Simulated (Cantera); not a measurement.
Input: 1 mol Si3H8, 0.012 mol Cl2, 260 mol H2, equilibrated at 10.0 mbar.

Equilibrium computed with Cantera from the NASA thermochemical tables; the gas is ideal and each condensed phase is pure. Candidate condensed phases: Si; 19 gas species. The feed counts by its element totals alone. Gases not in the tables: Si2H6 and higher silanes. Equilibrium is a limit: real reactors are often held back by kinetics, nucleation or transport.

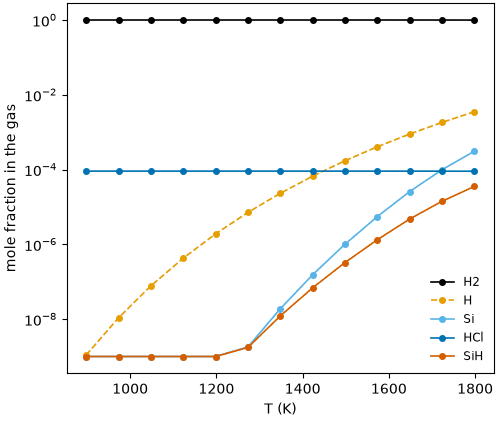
Figure. Equilibrium gas composition (values under 1e-9 drawn at 1e-9)

**Question.** Read off the mole fractions at 1648 K.

**Answer.** H2 about 1.00, H about 0.00089, HCl about 9.1e-5, Si about 2.6e-5, SiH about 4.7e-6.
